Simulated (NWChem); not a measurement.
## Energy and gradient calculation, with input and output: SiF$_{5}$ (charge −1) (part 4 of 4)

The same run, continued: SiF$_{5}$, charge −1, SMILES F[Si-](F)(F)(F)F; SVWN5/6-31G, RKS (NWChem 7.3.0). The geometry comes from this level: PBE0-D4/def2-TZVPD.

Geometry of the input (Å):
```
F  -0.7169  -1.1060  1.0235
Si 0.0000  0.0000  0.0000
F  -1.4667  0.5835  -0.3964
F  0.6515  -1.2184  -0.8602
F  0.7165  1.1058  -1.0240
F  0.8155  0.6351  1.2570
```

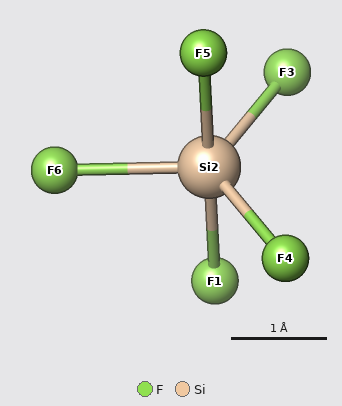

Fig. 1: The structure as given in the input (ball-and-stick view, seen at an oblique angle; atoms are numbered from 1 in the order of the input).

### Log, continued
```
            General Information
            -------------------
          SCF calculation type: DFT
          Wavefunction type:  closed shell.
          No. of atoms     :     6
          No. of electrons :    60
           Alpha electrons :    30
            Beta electrons :    30
          Charge           :    -1
          Spin multiplicity:     1
          Use of symmetry is: off; symmetry adaption is: off
          Maximum number of iterations: 100
          AO basis - number of functions:    58
                     number of shells:    32
          Convergence on energy requested:  1.00D-08
          Convergence on density requested:  1.00D-05
          Convergence on gradient requested:  5.00D-04

              XC Information
              --------------
                        Slater Exchange Functional  1.000 local
                      VWN V Correlation Functional  1.000 local

             Grid Information
             ----------------
          Grid used for XC integration:  xfine
          Radial quadrature: Mura-Knowles
          Angular quadrature: Lebedev.
          Tag              B.-S. Rad. Rad. Pts. Rad. Cut. Ang. Pts.
          ---              ---------- --------- --------- ---------
          F                   0.50      100           8.0      1454
          Si                  1.10      125           7.0      1454
          Grid pruning is: on
          Number of quadrature shells:   625
          Spatial weights used:  Erf1

          Convergence Information
          -----------------------
          Convergence aids based upon iterative change in
          total energy or number of iterations.
          Levelshifting, if invoked, occurs when the
          HOMO/LUMO gap drops below (HL_TOL):  1.00D-02
          DIIS, if invoked, will attempt to extrapolate
          using up to (NFOCK): 10 stored Fock matrices.

                    Damping( 0%)  Levelshifting(0.5)       DIIS
                  --------------- ------------------- ---------------
          dE  on:    start            ASAP                start
          dE off:    2 iters        100 iters           100 iters

      Screening Tolerance Information
      -------------------------------
          Density screening/tol_rho:  1.00D-11
          AO Gaussian exp screening on grid/accAOfunc:  18
          CD Gaussian exp screening on grid/accCDfunc:  20
          XC Gaussian exp screening on grid/accXCfunc:  20
          Schwarz screening/accCoul:  1.00D-09

                            NWChem DFT Gradient Module
                            --------------------------

                                       F5Si

  charge          =  -1.00
  wavefunction    = closed shell

                         DFT ENERGY GRADIENTS

    atom               coordinates                        gradient
                 x          y          z           x          y          z
   1 F      -1.354745  -2.090037   1.934135    0.013451   0.020777  -0.019233
   2 Si      0.000000   0.000000   0.000000    0.000036   0.000040   0.000072
   3 F      -2.771661   1.102655  -0.749087    0.040285  -0.016025   0.010898
   4 F       1.231157  -2.302442  -1.625542   -0.017875   0.033454   0.023613
   5 F       1.353989   2.089659  -1.935080   -0.013466  -0.020778   0.019221
   6 F       1.541072   1.200165   2.375386   -0.022432  -0.017468  -0.034572

                 ----------------------------------------
                 |  Time  |  1-e(secs)   |  2-e(secs)   |
                 ----------------------------------------
                 |  CPU   |       0.00   |       0.90   |
                 ----------------------------------------
                 |  WALL  |       0.00   |       0.90   |
                 ----------------------------------------

 Task  times  cpu:        8.0s     wall:        8.0s
 Total times  cpu:        8.0s     wall:        8.0s
```

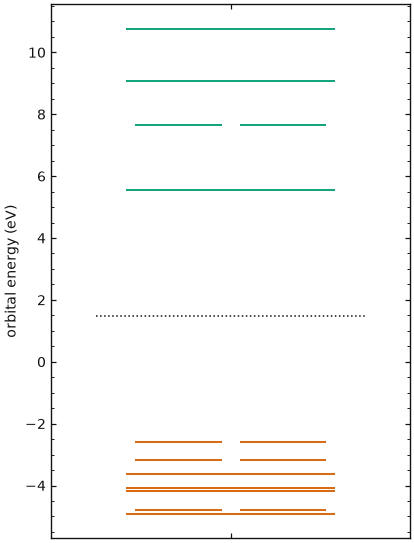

Fig. 2: Orbital energies near the frontier; the dotted line parts filled from empty levels, and levels within 0.02 eV of each other stand side by side. Highest filled −2.58 eV, lowest empty 5.56 eV, 8.14 eV apart.

### Key numbers

- outcome: converged
- total energy: −784.554352 hartree
- basis functions: 58
- largest force: 2.302 eV/Å
- HOMO: −2.58 eV
- LUMO: 5.56 eV
- wall time: 8.7 s
- peak memory: 0.13 GiB
